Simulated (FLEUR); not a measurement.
Band structure of Ba (Im-3m, 1 atom in the cell).

```
CELL_PARAMETERS angstrom
     -2.50799     2.50799     2.50799
      2.50799    -2.50799     2.50799
      2.50799     2.50799    -2.50799
ATOMIC_POSITIONS crystal
  Ba 0.00000 0.00000 0.00000
```

Method: PBE, all-electron FLAPW (FLEUR), scalar-relativistic valence run with FLEUR.

Settings: Kmax = 3.8 1/bohr; GmaxXC = 11.4 1/bohr; xcFunctional = pbe; jspins = 1; l_soc = F; mode = hist; fermiSmearingEnergy = 0.00367493 Htr; mesh (inpgen div1-3) = 8 8 8; inpgen gamma flag = true; Gmax = 11.4 1/bohr; numbands = 0; maxIterBroyd = 15; imix = Anderson; alpha = 0.05.

The starting cell has typed, rounded lattice constants, without a prior relaxation at this level. Its lattice was rescaled by a random factor within 2.5 % of one. Values depend on the basis (sphere radii, cutoffs, local orbitals), which need not be converged.

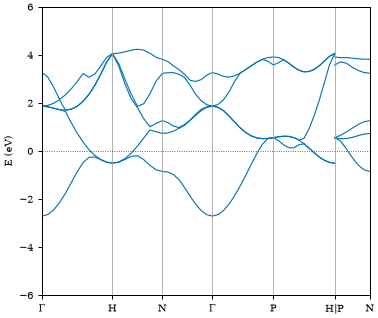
Figure. Bands along the path, energies from the Fermi level.

Levels in eV from the Fermi level, bands 2 to 8:
```
point       2       3       4      5      6     7     8
-----  ------  ------  ------  -----  -----  ----  ----
Γ      -13.79  -13.79  -13.79  -2.71   1.86  1.86  1.86
H      -14.11  -14.11  -14.11  -0.51  -0.51  4.05  4.05
N      -14.25  -13.94  -13.79  -0.85   0.73  1.26  3.23
P      -14.02  -14.02  -14.02   0.55   0.55  0.55  3.58
```
